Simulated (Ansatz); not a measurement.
# Relaxing Mg2+ BF4- in dimethyl sulfoxide and 1,3-dioxolane, from a frame at 400 K (73 atoms), part 2 of 4

Wanted: the relaxed structure of Mg2+ BF4- in dimethyl sulfoxide and 1,3-dioxolane, from a frame at 400 K (73 atoms) and its electronic structure.

Ansatz 0.2.0; Kohn-Sham DFT, PBE+D4, PAW (set soft_2), plane waves.

The cell: 11 C, 6 O, 30 H, 4 S, 4 B, 16 F and 2 Mg. The network of contacts between molecules at the start is that of the classical potential that made the cell. Sampling is at Γ alone, for a cell whose shortest periodic width is 9 Å.

So far. Step 2 (Single point at the start): Neighbours are counted within 1.34 Å (H-C), 1.72 Å (F-B), 2.52 Å (F-Mg), 1.85 Å (C-C), 1.73 Å (C-O), 2.21 Å (C-S), 1.93 Å (O-S), 2.52 Å (O-Mg).

**3. Cell and atoms relaxed**

The cell is relaxed with the atoms, since the starting lattice needn't suit this functional.

input.yaml

```yaml
crystal:
  lattice:
    - [9.47375, 0.0, 0.0]
    - [0.0, 9.47375, 0.0]
    - [0.0, 0.0, 9.47375]
  atoms:
    [... the 73 atom lines of step 2 ...]
kpoints:
  mp_grid: { grid: [1, 1, 1] }
hamiltonian:
  xc: pbe
  dispersion: d4
scf:
  occupations: { method: fixed }
output:
  forces: true
relax:
  f_tol: 0.03
  max_steps: 200
  cell: {}
```

Started as:

```
$ ansatz run input.yaml --threads 4 --pin off --max-ram 8192MiB --backend cpu --events-out ev --progress --plain --runs-dir out
```

Numbers of over 12 decimals in the logs are rounded to 6 here.

The program printed:

```text
[...]
Crystal: 73 atoms, lattice volume = 850.287 Å³
Basis set: ecut = 420 eV, 16663 PW (Γ), exchange–correlation on 128×128×128 points (8 copies of the dense FFT grid, shifted against one another)
Bands: 212, of which v1, the nominal top of the filled ones, is band 139 counted from 1 (138 counted from 0)
Symmetry: 1 space group operations
[...]
k-points: 1
[...]
SCF iter   1: F=—  HF=-27676.720541 eV  |F-HF|=—  |Δ(HF+E_count)|=         —  Δρ=6.33e-3  dr2=4.93e-1  ethr=1.77e-3  ⟨swp⟩=5.0  Hψ=694  notcnv=0  defer=71
[...]
SCF iter   3: F=—  HF=-27676.585292 eV  |F-HF|=—  |Δ(HF+E_count)|=   1.69e-2  Δρ=1.43e-3  dr2=3.16e-2  ethr=3.42e-5  ⟨swp⟩=3.0  Hψ=261  notcnv=0  defer=37
automatic band count: iteration 3 solves 178 bands in place of 212: the levels show a gap, and the empty bands left out lie too high to hold charge; the band table lists the bands solved (type scf.n_extra_bands for more)
SCF iter   4: F=—  HF=-27676.577549 eV  |F-HF|=—  |Δ(HF+E_count)|=   7.74e-3  Δρ=5.54e-4  dr2=3.65e-3  ethr=1.14e-5  ⟨swp⟩=3.0  Hψ=260  notcnv=0  defer=37
[...]
SCF iter  10: F=-27676.577784 eV  HF=-27676.577784 eV  |F-HF|=8.69e-9  |Δ(HF+E_count)|=   2.16e-8  Δρ=1.91e-6  dr2=3.14e-8  ethr=3.60e-11  ⟨swp⟩=5.0  Hψ=587  notcnv=0
SCF 1 converged in 10 iterations: F = -27676.577784 eV  dr2 = 3.14e-8
[...]
relax step   1: F+E_penalty+E_count = -27676.57778358 eV  Δ(F+E_penalty+E_count) = +0.000e0 eV  max|allowed force component| = 2.588e0 eV/Å  Δτ_max = 0.0000 Å  P = +2.156 GPa  Ω = 850.287 Å³  (10 SCF iters, dr2 threshold 1.00e-7 eV, accepted)
[... from here on, the SCF cycles and remarks between the steps are left out ...]
relax step   2: F+E_penalty+E_count = -27680.30309262 eV  Δ(F+E_penalty+E_count) = -3.725e0 eV  max|allowed force component| = 1.632e0 eV/Å  Δτ_max = 0.1944 Å  P = +0.158 GPa  Ω = 881.040 Å³  energy of the carried Pulay correction = -8.359e-2 eV  (8 SCF iters, dr2 threshold 7.30e-6 eV, accepted)
relax step   3: F+E_penalty+E_count = -27681.26605061 eV  Δ(F+E_penalty+E_count) = -9.630e-1 eV  max|allowed force component| = 9.944e-1 eV/Å  Δτ_max = 0.1939 Å  P = -0.298 GPa  Ω = 882.381 Å³  energy of the carried Pulay correction = -8.717e-2 eV  (8 SCF iters, dr2 threshold 7.30e-6 eV, accepted)
relax step   4: F+E_penalty+E_count = -27681.68521419 eV  Δ(F+E_penalty+E_count) = -4.192e-1 eV  max|allowed force component| = 4.360e-1 eV/Å  Δτ_max = 0.1944 Å  P = -0.374 GPa  Ω = 876.431 Å³  energy of the carried Pulay correction = -7.125e-2 eV  (8 SCF iters, dr2 threshold 7.30e-6 eV, accepted)
relax step   5: F+E_penalty+E_count = -27681.89996254 eV  Δ(F+E_penalty+E_count) = -2.147e-1 eV  max|allowed force component| = 2.858e-1 eV/Å  Δτ_max = 0.1924 Å  P = -0.255 GPa  Ω = 869.355 Å³  energy of the carried Pulay correction = -5.218e-2 eV  (7 SCF iters, dr2 threshold 7.30e-6 eV, accepted)
relax step   6: F+E_penalty+E_count = -27682.05085596 eV  Δ(F+E_penalty+E_count) = -1.509e-1 eV  max|allowed force component| = 3.275e-1 eV/Å  Δτ_max = 0.1926 Å  P = -0.236 GPa  Ω = 863.728 Å³  energy of the carried Pulay correction = -3.690e-2 eV  (8 SCF iters, dr2 threshold 5.10e-6 eV, accepted)
relax step   7: F+E_penalty+E_count = -27682.16899519 eV  Δ(F+E_penalty+E_count) = -1.181e-1 eV  max|allowed force component| = 1.668e-1 eV/Å  Δτ_max = 0.1947 Å  P = -0.020 GPa  Ω = 859.440 Å³  energy of the carried Pulay correction = -2.519e-2 eV  (7 SCF iters, dr2 threshold 6.70e-6 eV, accepted)
relax step   8: F+E_penalty+E_count = -27682.19614330 eV  Δ(F+E_penalty+E_count) = -2.715e-2 eV  max|allowed force component| = 7.723e-1 eV/Å  Δτ_max = 0.1947 Å  P = -0.517 GPa  Ω = 856.694 Å³  energy of the carried Pulay correction = -1.766e-2 eV  (8 SCF iters, dr2 threshold 1.74e-6 eV, accepted)
relax step   9: F+E_penalty+E_count = -27682.31450745 eV  Δ(F+E_penalty+E_count) = -1.184e-1 eV  max|allowed force component| = 2.563e-1 eV/Å  Δτ_max = 0.2000 Å  P = -0.189 GPa  Ω = 848.812 Å³  energy of the carried Pulay correction = +4.086e-3 eV  (8 SCF iters, dr2 threshold 7.30e-6 eV, accepted)
relax step  10: F+E_penalty+E_count = -27682.35974299 eV  Δ(F+E_penalty+E_count) = -4.524e-2 eV  max|allowed force component| = 1.492e-1 eV/Å  Δτ_max = 0.1595 Å  P = -0.256 GPa  Ω = 847.414 Å³  energy of the carried Pulay correction = +7.965e-3 eV  (8 SCF iters, dr2 threshold 4.10e-6 eV, accepted)
relax step  11: F+E_penalty+E_count = -27682.39687934 eV  Δ(F+E_penalty+E_count) = -3.714e-2 eV  max|allowed force component| = 2.361e-1 eV/Å  Δτ_max = 0.1859 Å  P = -0.206 GPa  Ω = 845.413 Å³  energy of the carried Pulay correction = +1.353e-2 eV  (8 SCF iters, dr2 threshold 1.39e-6 eV, accepted)
relax step  12: F+E_penalty+E_count = -27682.41497987 eV  Δ(F+E_penalty+E_count) = -1.810e-2 eV  max|allowed force component| = 3.424e-1 eV/Å  Δτ_max = 0.1702 Å  P = -0.471 GPa  Ω = 840.132 Å³  energy of the carried Pulay correction = +2.827e-2 eV  (8 SCF iters, dr2 threshold 3.48e-6 eV, accepted)
[...]
relax step  53: F+E_penalty+E_count = -27682.94788388 eV  Δ(F+E_penalty+E_count) = -2.730e-4 eV  max|allowed force component| = 1.215e-1 eV/Å  Δτ_max = 0.1001 Å  P = -0.049 GPa  Ω = 812.375 Å³  energy of the carried Pulay correction = +1.073e-1 eV  (10 SCF iters, accepted)
relax step  54: F+E_penalty+E_count = -27682.94840323 eV  Δ(F+E_penalty+E_count) = -5.194e-4 eV  max|allowed force component| = 1.412e-2 eV/Å  Δτ_max = 0.0366 Å  P = -0.006 GPa  Ω = 812.463 Å³  energy of the carried Pulay correction = +1.071e-1 eV  (6 SCF iters, dr2 threshold 9.23e-7 eV, accepted)
relax step  55: F+E_penalty+E_count = -27682.90745335 eV  Δ(F+E_penalty+E_count) = +4.095e-2 eV  max|allowed force component| = 1.310e-2 eV/Å  Δτ_max = 0.0000 Å  P = -0.104 GPa  Ω = 812.463 Å³  stress off target by 2.71e-1 GPa  SCF on the basis re-selected at this cell (its energy is not comparable with the rows above)  (7 SCF iters)
relax step  56: F+E_penalty+E_count = -27682.91755010 eV  Δ(F+E_penalty+E_count) = -1.010e-2 eV  max|allowed force component| = 1.839e-1 eV/Å  Δτ_max = 0.1146 Å  P = +0.236 GPa  Ω = 796.769 Å³  energy of the carried Pulay correction = +4.408e-2 eV  (9 SCF iters, dr2 threshold 1.84e-7 eV, rejected (line search))
relax step  57: F+E_penalty+E_count = -27682.94728776 eV  Δ(F+E_penalty+E_count) = -3.983e-2 eV  max|allowed force component| = 3.429e-2 eV/Å  Δτ_max = 0.0550 Å  P = +0.009 GPa  Ω = 805.464 Å³  energy of the carried Pulay correction = +1.964e-2 eV  (12 SCF iters, accepted)
relax step  58: F+E_penalty+E_count = -27682.95164183 eV  Δ(F+E_penalty+E_count) = -4.354e-3 eV  max|allowed force component| = 2.205e-2 eV/Å  Δτ_max = 0.0396 Å  P = +0.016 GPa  Ω = 804.608 Å³  energy of the carried Pulay correction = +2.193e-2 eV  (8 SCF iters, dr2 threshold 7.35e-8 eV, accepted)
relax step  59: F+E_penalty+E_count = -27682.95241526 eV  Δ(F+E_penalty+E_count) = -7.734e-4 eV  max|allowed force component| = 2.417e-2 eV/Å  Δτ_max = 0.0421 Å  P = +0.001 GPa  Ω = 804.709 Å³  energy of the carried Pulay correction = +2.150e-2 eV  (11 SCF iters, accepted)
relax step  60: F+E_penalty+E_count = -27682.94298936 eV  Δ(F+E_penalty+E_count) = +9.426e-3 eV  max|allowed force component| = 2.441e-2 eV/Å  Δτ_max = 0.0000 Å  P = -0.014 GPa  Ω = 804.709 Å³  stress off target by 8.77e-2 GPa  SCF on the basis re-selected at this cell (its energy is not comparable with the rows above)  (6 SCF iters)
relax step  61: F+E_penalty+E_count = -27682.95042443 eV  Δ(F+E_penalty+E_count) = -7.435e-3 eV  max|allowed force component| = 5.196e-2 eV/Å  Δτ_max = 0.1117 Å  P = -0.050 GPa  Ω = 803.684 Å³  energy of the carried Pulay correction = +2.678e-3 eV  (9 SCF iters, dr2 threshold 1.92e-8 eV, accepted)
relax step  62: F+E_penalty+E_count = -27682.95019312 eV  Δ(F+E_penalty+E_count) = +2.313e-4 eV  max|allowed force component| = 2.576e-2 eV/Å  Δτ_max = 0.0218 Å  P = +0.005 GPa  Ω = 804.159 Å³  energy of the carried Pulay correction = +1.266e-3 eV  (7 SCF iters, dr2 threshold 1.69e-7 eV, accepted)
relax step  63: F+E_penalty+E_count = -27682.95484492 eV  Δ(F+E_penalty+E_count) = -4.652e-3 eV  max|allowed force component| = 2.633e-2 eV/Å  Δτ_max = 0.0000 Å  P = +0.007 GPa  Ω = 804.159 Å³  stress off target by 6.52e-2 GPa  SCF on the basis re-selected at this cell (its energy is not comparable with the rows above)  (6 SCF iters)
relax step  64: F+E_penalty+E_count = -27682.95521800 eV  Δ(F+E_penalty+E_count) = -3.731e-4 eV  max|allowed force component| = 2.723e-2 eV/Å  Δτ_max = 0.0367 Å  P = -0.002 GPa  Ω = 804.520 Å³  energy of the carried Pulay correction = -1.129e-3 eV  (9 SCF iters, dr2 threshold 1.06e-8 eV, accepted)
relax step  65: F+E_penalty+E_count = -27682.95289660 eV  Δ(F+E_penalty+E_count) = +2.321e-3 eV  max|allowed force component| = 2.717e-2 eV/Å  Δτ_max = 0.0000 Å  P = -0.001 GPa  Ω = 804.520 Å³  stress off target by 3.16e-2 GPa  SCF on the basis re-selected at this cell (its energy is not comparable with the rows above)  (5 SCF iters)
[...]
SCF converged after 5 iterations
Free energy (F): -27682.952897 eV
[...]
Internal energy: -27682.952897 eV  (E = F + TS)
E sigma→0 (E₀):  -27682.952897 eV
Fermi energy:    0.150760 eV
[...]
--- Forces (eV/Å), atoms counted from 1 ---
  atom   1  C     -0.00220867     0.00390220    -0.00039617
  atom   2  C     -0.00097732    -0.00595593    -0.00050332
  atom   3  O      0.00727578    -0.00356165     0.00172173
  atom   4  C     -0.00254744     0.00597568     0.00280798
  atom   5  O     -0.00151764     0.00294519    -0.00120364
  atom   6  H     -0.00004051     0.00136743    -0.00004426
  atom   7  H     -0.00051392    -0.00091024    -0.00199492
  atom   8  H      0.00047060     0.00034279    -0.00106137
  atom   9  H      0.00108567    -0.00081431    -0.00013417
  atom  10  H      0.00005622    -0.00114742    -0.00191439
  atom  11  H     -0.00115653    -0.00148622    -0.00007028
  atom  12  C     -0.00119912    -0.00003146     0.00023367
  atom  13  S     -0.00085367    -0.00668767     0.00153543
  atom  14  C     -0.00055146    -0.00011009     0.00459033
[...]
atom  72  Mg    -0.00410130     0.00158981     0.00217928
  atom  73  Mg    -0.00361931     0.00032778    -0.00179761
  max |Σ_I F_I| component: 3.30e-5 eV/Å
--- Stress (GPa, compression-positive) ---
        0.011059      -0.024489      -0.010692
       -0.024492      -0.006313       0.004023
       -0.010694       0.004023      -0.006266
  P = ⅓ Tr σ = -0.0005 GPa (-0.005 kbar)
--- Relaxed structure (61 steps of the walk, 58 accepted, 4 SCFs on fresh bases) ---
  F+E_penalty+E_count = -27682.95289660 eV   max|allowed force component| = 2.717e-2 eV/Å   (the final SCF, on the basis selected at the relaxed cell)
  cell:  # Å, volume = 804.5199 Å³
    - [9.314730, -0.636915, -0.258977]
    - [-0.636915, 9.465722, 0.076537]
    - [-0.258977, 0.076537, 9.174320]
  atoms:
    - { symbol: C, position: [0.159971, 0.683721, 0.471750] }
    - { symbol: C, position: [0.199312, 0.533499, 0.457434] }
    - { symbol: O, position: [0.122838, 0.482816, 0.321884] }
    - { symbol: C, position: [0.043322, 0.594821, 0.266943] }
[...]
- { symbol: Mg, position: [0.169165, 0.299999, 0.209248] }
```

It took 5.4 min on 4 threads of Arm Neoverse V2, shared host; peak memory 0.87 GiB; 20 min of CPU time.

Step by step (22 of 65):

| step | energy less that of the first step (eV) | largest force component (eV/Å) | pressure (GPa) | volume (Å³) |
| --- | --- | --- | --- | --- |
| 1 | 0.0000 | 2.5881 | 2.16 | 850.29 |
| 4 | -5.1074 | 0.4360 | -0.37 | 876.43 |
| 7 | -5.5912 | 0.1668 | -0.02 | 859.44 |
| 10 | -5.7820 | 0.1492 | -0.26 | 847.41 |
| 13 | -5.8443 | 0.8050 | 0.31 | 837.63 |
| 16 | -5.9726 | 0.2907 | -0.18 | 838.76 |
| 19 | -6.0271 | 0.3140 | -0.51 | 835.71 |
| 22 | -6.1081 | 0.2656 | -0.36 | 829.87 |
| 25 | -6.1686 | 0.1327 | -0.10 | 825.13 |
| 28 | -6.2168 | 0.2346 | -0.32 | 820.99 |
| 31 | -6.2469 | 0.1447 | -0.15 | 820.12 |
| 35 | -6.2643 | 0.1706 | -0.11 | 819.73 |
| 38 | -6.3019 | 0.1900 | 0.00 | 812.58 |
| 41 | -6.3227 | 0.1135 | -0.07 | 814.44 |
| 44 | -6.3539 | 0.0548 | -0.03 | 811.72 |
| 47 | -6.3625 | 0.0846 | -0.06 | 812.03 |
| 50 | -6.3658 | 0.2041 | -0.08 | 812.62 |
| 53 | -6.3701 | 0.1215 | -0.05 | 812.38 |
| 56 | -6.3398 | 0.1839 | 0.24 | 796.77 |
| 59 | -6.3746 | 0.0242 | 0.00 | 804.71 |
| 62 | -6.3724 | 0.0258 | 0.00 | 804.16 |
| 65* | -6.3751 | 0.0272 | 0.00 | 804.52 |

Relaxation steps marked * repeat the geometry before them on a plane-wave basis chosen anew for their cell, so energy and pressure can jump there. Other such steps can lie between the rows shown. Relaxation steps 33, 45, 56 were tried and not accepted.

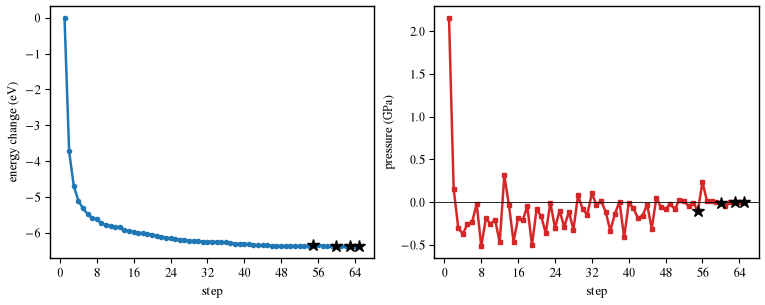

Energy and pressure along the relaxation. Stars mark steps on a basis chosen anew.

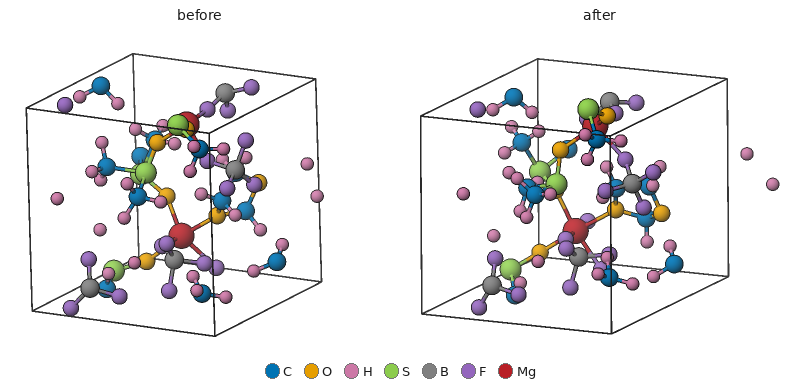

Before and after, at one scale. Bonds to atoms that aren't drawn are left out.

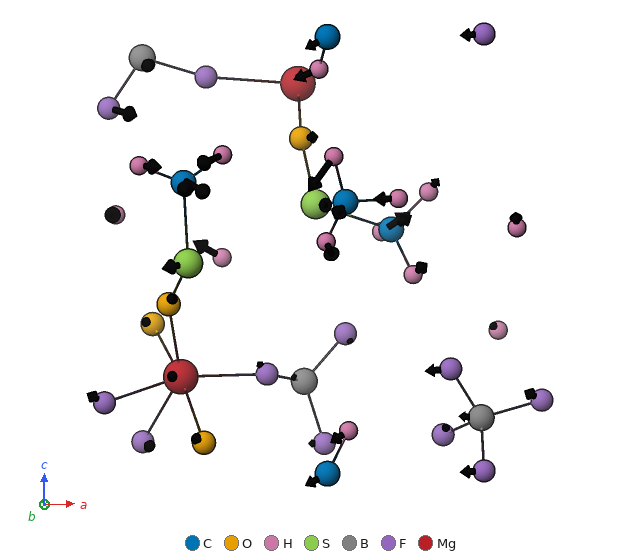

Displacements in the relaxation, scaled, measured against the changing cell; the longest in the cell stands for 3.41 Å. Drawn is a slice 5 Å thick, seen along the normal of the ac plane. Bonds to atoms that aren't drawn are left out.

| cell as run | before | after | change |
| --- | --- | --- | --- |
| a (Å) | 9.474 | 9.340 | -1.4 % |
| b (Å) | 9.474 | 9.487 | +0.1 % |
| c (Å) | 9.474 | 9.178 | -3.1 % |
| α (°) | 90.00 | 88.95 | -1.2 % |
| β (°) | 90.00 | 93.23 | +3.6 % |
| γ (°) | 90.00 | 97.77 | +8.6 % |
| volume (Å³/atom) | 11.65 | 11.02 | -5.4 % |

The atoms that moved most (Å, as changes of fractional coordinates times the final cell):

| atom | dx | dy | dz | length |
| --- | --- | --- | --- | --- |
| H29 | 0.984 | -3.237 | -0.463 | 3.415 |
| H31 | -1.377 | -2.131 | -0.342 | 2.561 |
| H38 | -1.155 | 1.179 | -1.808 | 2.448 |
| F55 | 1.734 | 1.100 | -0.849 | 2.222 |
| F71 | 1.186 | -1.779 | -0.218 | 2.149 |
| H28 | -1.364 | 1.637 | 0.249 | 2.145 |
| F68 | -0.665 | -1.626 | -1.035 | 2.039 |
| C24 | -0.035 | -1.874 | -0.231 | 1.888 |

The relaxation changed the energy by -87.3 meV/atom, and atoms moved by 1.3 Å r.m.s., 3.4 Å at most.

[end of part 2 of 4]

[Logs are printed without paths, hosts, clocks, repeated set-up lines and the standing remarks that a program may print on its own settings, such as how far it seeks lower states.]

[Hosts, paths, dates, database ids (printed as entryN), source tags and the programs' standing remarks are cut or masked in the printed files.]
